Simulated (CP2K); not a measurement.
# C3H7BCl− (SMILES C=C(C)[BH2-]Cl): PM6

Aim: the energy difference between two shapes of C3H7BCl− at PM6, from 2 runs. 

The results are computed with CP2K 2026.2.

1 further run of the same task is left out (it didn't finish).

## (1) The structure to begin with

C3H7BCl− has 12 atoms, charge -1, and is taken as a singlet. As SMILES, `C=C(C)[BH2-]Cl`. The coordinates come from a GFN2-xTB relaxation. This is one conformer, not always the lowest.

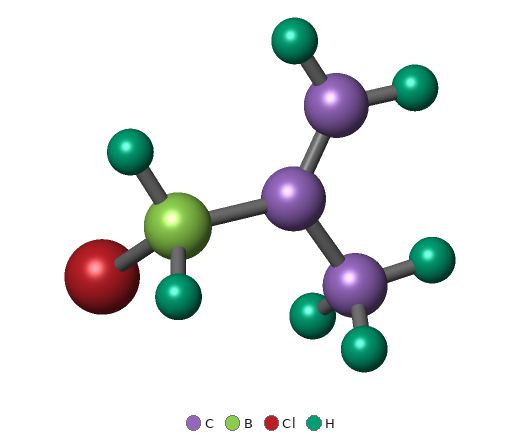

The structure, seen from a chosen angle (carbon purple, boron green, chlorine red, hydrogen teal).

## (2) Energy and gradient at PM6

File molecule.xyz:

```xyz
12

C     -0.188630     1.471230     0.583500
C     -0.036660     0.230910     0.139910
C      1.293310    -0.451490     0.312980
B     -1.209680    -0.615650    -0.574960
Cl    -0.571210    -1.116800    -2.296890
H     -1.123160     2.000820     0.473300
H      0.604410     2.028710     1.079830
H      1.169450    -1.355900     0.910740
H      1.671520    -0.755920    -0.662740
H      2.033490     0.192960     0.796270
H     -2.211100     0.022940    -0.769240
H     -1.431730    -1.651800     0.007300
```

File gas.inp:

```
&GLOBAL
  PROJECT_NAME gas
  RUN_TYPE ENERGY_FORCE
  PRINT_LEVEL MEDIUM
&END

&FORCE_EVAL
  METHOD Quickstep
  &DFT
    CHARGE -1
    MULTIPLICITY 1
    &QS
      METHOD PM6
      EPS_DEFAULT 1.0E-10
      &SE
        &COULOMB
          CUTOFF [angstrom] 50
          RC_RANGE [angstrom] 0
        &END
        &EXCHANGE
          CUTOFF [angstrom] 50
          RC_RANGE [angstrom] 0
        &END
      &END
    &END
    # no periodic images
    &POISSON
      PERIODIC NONE
      POISSON_SOLVER ANALYTIC
    &END
    &SCF
      SCF_GUESS ATOMIC
      EPS_SCF 1.0E-07
      MAX_SCF 100
      &DIAGONALIZATION
        ALGORITHM STANDARD
      &END
      &MIXING
        METHOD DIRECT_P_MIXING
        ALPHA 0.4
      &END
    &END
    &PRINT
      &MOMENTS
        PERIODIC F
        REFERENCE COM
        MAX_MOMENT 1
      &END
      &MO ON
        ENERGIES T
        OCCUPATION_NUMBERS T
        NDIGITS 6
        &EACH
          QS_SCF 0
        &END
        ADD_LAST NUMERIC
      &END
      &HIRSHFELD OFF
      &END
    &END
  &END
  &SUBSYS
    &CELL
      ABC [angstrom] 14.2 13.7 13.4
      PERIODIC NONE
    &END
    &TOPOLOGY
      COORD_FILE_NAME molecule.xyz
      COORD_FILE_FORMAT XYZ
      &CENTER_COORDINATES
      &END
    &END
  &END
  &PRINT
    &FORCES ON
    &END
  &END
&END
```

The run is started by

```
$ OMP_NUM_THREADS=1 cp2k.psmp -i gas.inp -o gas.out
```

The program printed:

```text
CP2K| version string:                                       CP2K version 2026.2
[...]
 GLOBAL| Method name                                                        CP2K
[...]
 GLOBAL| Run type                                                   ENERGY_FORCE
[...]
                             - Atoms:                                         12
[...]
                             - Spherical basis functions:                     32
[...]
 Number of electrons:                                                         30
[...]
     1 P_Mix/Diag. 0.40E+00    0.0     0.75071921       -20.9575595788 -2.10E+01
[...]
    19 DIIS/Diag.  0.63E-07    0.0     0.00000008       -28.4946178207 -2.91E-13
  *** SCF run converged in    19 steps ***
  Core-core repulsion energy [eV]:                           1987.42696402976912
  Core Hamiltonian energy [eV]:                             -1235.75966159515679
  Two-electron integral energy [eV]:                        -3054.09057159945814
  Electronic energy [eV]:                                   -2762.80494739488586
  Total energy [eV]:                                         -775.37798336511673
  Atomic reference energy [eV]:                               771.96810798087733
  Heat of formation [kcal/mol]:                               -78.63360062919250
[...]
 SE_DIPOLE| Moment [Debye]         -3.03792244      -0.32593333      -1.22229988
 SE_DIPOLE| Derivative [a.u.]       0.00000000       0.00000000       0.00000000
 ENERGY| Total FORCE_EVAL ( QS ) energy [hartree]            -28.494617820706708
 FORCES| Atomic forces [hartree/bohr]
 FORCES|   Atom     x               y               z               |f|
 FORCES|      1 -3.69926923E-03  1.60902791E-02  7.39242954E-03   1.80894911E-02
 FORCES|      2 -4.52599684E-03 -1.84688803E-02 -1.26387484E-02   2.28324802E-02
 FORCES|      3 -4.83137485E-03 -2.63212464E-04  1.44639458E-03   5.05010109E-03
 FORCES|      4  5.75068163E-03  2.95386041E-03  1.10952063E-02   1.28413097E-02
 FORCES|      5  1.05669801E-03  6.02099328E-04  1.09987510E-03   1.63977423E-03
 FORCES|      6  3.68829618E-03  5.97280596E-04  9.90432234E-04   3.86538857E-03
 FORCES|      7 -8.06932640E-03 -2.00831977E-03 -3.58385957E-03   9.05491172E-03
 FORCES|      8  2.90993229E-04 -2.07946760E-03  7.95287568E-04   2.24529394E-03
 FORCES|      9  1.79119733E-03 -1.43088847E-03 -3.99476884E-03   4.60586667E-03
 FORCES|     10  6.36526427E-04 -1.57830880E-03 -6.99896062E-04   1.84013017E-03
 FORCES|     11  5.36976572E-03 -1.04158375E-03  8.94019955E-04   5.54243198E-03
 FORCES|     12  2.54180879E-03  6.62714172E-03 -2.79637239E-03   7.62885954E-03
 FORCES| Sum    -8.32667268E-17  9.99200722E-16  9.22872889E-16
[...]
```

Wall time 0.47 s (1 thread of Arm Neoverse N1, shared host); peak memory 0.14 GiB.

## (3) The distorted shape at the same level

File molecule.xyz:

```xyz
12

C     -0.197326     1.500565     0.664014
C      0.040312     0.287165     0.012216
C      1.246261    -0.462908     0.296109
B     -1.259848    -0.631523    -0.635011
Cl    -0.482050    -1.108683    -2.220529
H     -1.084176     2.069391     0.545440
H      0.564135     2.054659     1.094560
H      1.209617    -1.385115     0.924791
H      1.711787    -0.722156    -0.662093
H      2.055572     0.273149     0.838998
H     -2.224586    -0.002964    -0.826001
H     -1.439411    -1.620375    -0.076706
```

File qs.inp:

```
&GLOBAL
  PROJECT_NAME qs
  RUN_TYPE ENERGY_FORCE
  PRINT_LEVEL MEDIUM
&END GLOBAL

&FORCE_EVAL
  METHOD QUICKSTEP
  &DFT
    CHARGE -1
    MULTIPLICITY 1
    &QS
      METHOD PM6
      EPS_DEFAULT 1.0E-10
      &SE
        &COULOMB
          CUTOFF [angstrom] 50
          RC_RANGE [angstrom] 0
        &END COULOMB
        &EXCHANGE
          CUTOFF [angstrom] 50
          RC_RANGE [angstrom] 0
        &END EXCHANGE
      &END SE
    &END QS
    &POISSON
      PERIODIC NONE
      POISSON_SOLVER ANALYTIC
    &END POISSON
    &SCF
      SCF_GUESS ATOMIC
      EPS_SCF 1.0E-07
      MAX_SCF 100
      &DIAGONALIZATION
        ALGORITHM STANDARD
      &END DIAGONALIZATION
      &MIXING
        METHOD DIRECT_P_MIXING
        ALPHA 0.4
      &END MIXING
    &END SCF
    &PRINT
      &MOMENTS
        PERIODIC F
        REFERENCE COM
        MAX_MOMENT 1
      &END MOMENTS
      &MO ON
        ENERGIES T
        OCCUPATION_NUMBERS T
        NDIGITS 6
        &EACH
          QS_SCF 0
        &END EACH
        ADD_LAST NUMERIC
      &END MO
      &HIRSHFELD OFF
      &END HIRSHFELD
    &END PRINT
  &END DFT
  &SUBSYS
    &CELL
      ABC [angstrom] 14.3 13.7 13.3
      PERIODIC NONE
    &END CELL
    &TOPOLOGY
      COORD_FILE_NAME molecule.xyz
      COORD_FILE_FORMAT XYZ
      &CENTER_COORDINATES
      &END CENTER_COORDINATES
    &END TOPOLOGY
  &END SUBSYS
  &PRINT
    &FORCES ON
    &END FORCES
  &END PRINT
&END FORCE_EVAL
```

The run is started by

```
$ OMP_NUM_THREADS=1 cp2k.psmp qs.inp > qs.out
```

The program printed:

```text
CP2K| version string:                                       CP2K version 2026.2
[...]
 GLOBAL| Method name                                                        CP2K
[...]
 GLOBAL| Run type                                                   ENERGY_FORCE
[...]
                             - Atoms:                                         12
[...]
                             - Spherical basis functions:                     32
[...]
 Number of electrons:                                                         30
[...]
     1 P_Mix/Diag. 0.40E+00    0.0     0.72157261       -20.9929691144 -2.10E+01
[...]
    19 DIIS/Diag.  0.87E-07    0.0     0.00000007       -28.4612065633 -1.56E-13
  *** SCF run converged in    19 steps ***
  Core-core repulsion energy [eV]:                           1989.99245974472501
  Core Hamiltonian energy [eV]:                             -1233.55898156729540
  Two-electron integral energy [eV]:                        -3061.80458998200766
  Electronic energy [eV]:                                   -2764.46127655829923
  Total energy [eV]:                                         -774.46881681357434
  Atomic reference energy [eV]:                               771.96810798087733
  Heat of formation [kcal/mol]:                               -57.66772021906386
[...]
 SE_DIPOLE| Moment [Debye]         -3.58432857      -0.16464628      -0.56090619
 SE_DIPOLE| Derivative [a.u.]       0.00000000       0.00000000       0.00000000
 ENERGY| Total FORCE_EVAL ( QS ) energy [hartree]            -28.461206563258848
 FORCES| Atomic forces [hartree/bohr]
 FORCES|   Atom     x               y               z               |f|
 FORCES|      1  8.61241508E-03 -5.25384778E-02 -5.54693216E-02   7.68850505E-02
 FORCES|      2 -9.09326452E-02  2.52504725E-02  5.19801731E-02   1.07741685E-01
 FORCES|      3  6.68278472E-02  1.95579861E-02  1.70341059E-02   7.16842852E-02
 FORCES|      4  5.33617780E-02  4.85992533E-02  1.92187457E-02   7.46908760E-02
 FORCES|      5  6.92869747E-03 -1.01545281E-02 -3.39861863E-02   3.61411421E-02
 FORCES|      6 -7.02604570E-03 -3.74323315E-03 -4.43034423E-04   7.97329242E-03
 FORCES|      7  1.24167188E-02  6.46729268E-03  1.30882145E-02   1.91651282E-02
 FORCES|      8 -9.37630426E-03  1.40389619E-02 -9.39512832E-03   1.93203512E-02
 FORCES|      9  3.48541976E-03 -6.05020332E-03 -6.80947841E-04   7.01546871E-03
 FORCES|     10 -3.07038028E-02 -3.22368013E-02 -1.95196335E-02   4.86101939E-02
 FORCES|     11 -1.04120601E-02  1.01697921E-02 -1.90759248E-03   1.46790523E-02
 FORCES|     12 -3.18201833E-03 -1.93605149E-02  2.00806053E-02   2.80746414E-02
 FORCES| Sum    -6.10622664E-16  9.71445147E-16 -6.93889390E-17
[...]
```

It took 0.45 s on 1 thread of Arm Neoverse N1, shared host; peak memory 0.14 GiB.

## (4) Summary of results

At PM6:

```
                                                  quantity           value
                                 first shape: total energy    -28.49462 Eh
                                  first shape: HOMO energy        -4.64 eV
    first shape: heat of formation at this unrelaxed shape  -78.6 kcal/mol
                     first shape: largest force on an atom      1.174 eV/Å
                             distorted shape: total energy    -28.46121 Eh
                              distorted shape: HOMO energy        -4.54 eV
distorted shape: heat of formation at this unrelaxed shape  -57.7 kcal/mol
                 distorted shape: largest force on an atom      5.540 eV/Å
                    energy change with the atoms displaced        0.909 eV
```

With the atoms displaced the energy rises by 0.91 eV (21.0 kcal/mol). The first shape isn't relaxed at this level, so the change isn't measured from a minimum. The largest force (first shape) is 1.17 eV/Å: the shape isn't a stationary point for this species at this level.
